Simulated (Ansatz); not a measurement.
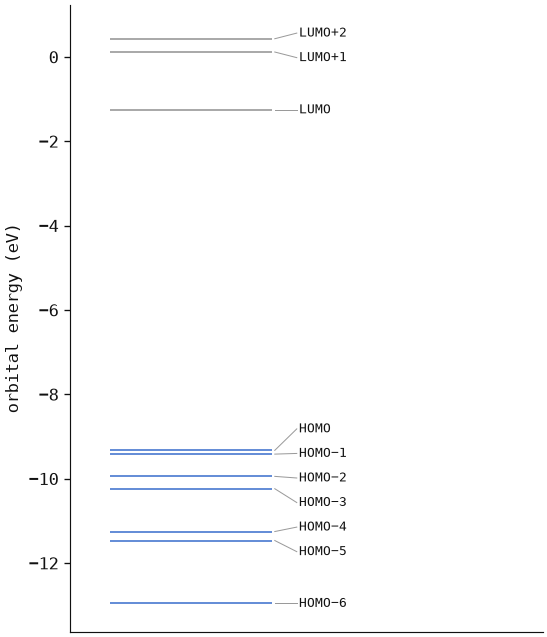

GeHBrClF, SMILES [F][Ge@@H]([Cl])[Br], singlet. Kohn-Sham orbital energies near the frontier, r2SCAN0/def2-TZVPP in the Ansatz code 0.2.0, at a PBE0-D4/def2-TZVP geometry (a minimum by its frequencies), isolated molecule; empty levels in grey, levels within 0.03 eV side by side.

### Where do the frontier orbitals lie?

HOMO at −9.33 eV, LUMO at −1.26 eV, 8.07 eV apart.

### List the levels.

| orbital | energy (eV) |
| --- | --- |
| LUMO+2 | 0.43 |
| LUMO+1 | 0.12 |
| LUMO | −1.26 |
| HOMO | −9.33 |
| HOMO−1 | −9.42 |
| HOMO−2 | −9.95 |
| HOMO−3 | −10.24 |
| HOMO−4 | −11.25 |
| HOMO−5 | −11.47 |
| HOMO−6 | −12.96 |

Note: no scalar relativity up to krypton; spin-orbit coupling is left out, and with Br it can shift these levels and split any degenerate set; empty levels above zero depend strongly on the basis.
